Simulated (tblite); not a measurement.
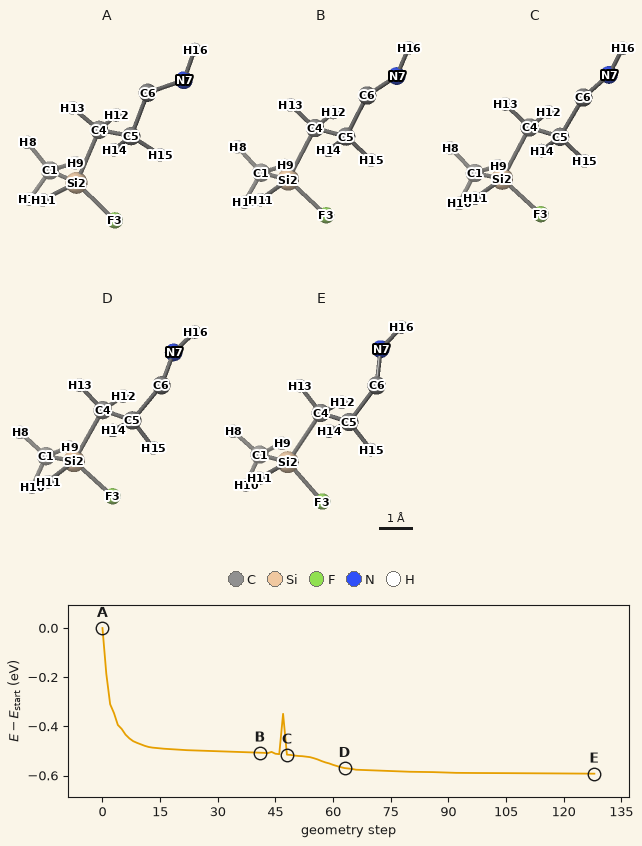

Frames of a relaxation of C$_{4}$H$_{9}$FNSi (multiplicity 2), marked on the history of the run. The picture is a ball-and-stick view, seen from a free direction.

The calculation used tblite, GFN2-xTB geometry optimisation, gas phase. 

### What happens along the run?

After 128 geometry steps the energy has fallen by 0.592 eV. The atom that moves furthest after the best rigid fit is N7 (0.69 Å). By element the largest moves are N 0.69 Å, C 0.55 Å, H 0.46 Å, F 0.21 Å, Si 0.14 Å. Near-neighbour distances that change, for instance: C6–N7 1.296 → 1.238 Å, Si2–F3 1.661 → 1.623 Å, C1–H10 1.121 → 1.086 Å, N7–H16 1.046 → 1.013 Å. Among the angles between lasting bonds that change: C5–C6–N7 116.7° → 129.8°, H14–C5–H15 114.8° → 106.9°, C1–Si2–C4 105.1° → 113.0°. Groups turn about C5–C6 by about 90°. From step 0 to 41: H8 moves most (0.28 Å), energy −0.507 eV. From step 41 to 48: C6 moves most (0.10 Å), energy −0.008 eV. From step 48 to 63: N7 moves most (0.28 Å), energy −0.055 eV. From step 63 to 128: H16 moves most (0.28 Å), energy −0.023 eV.
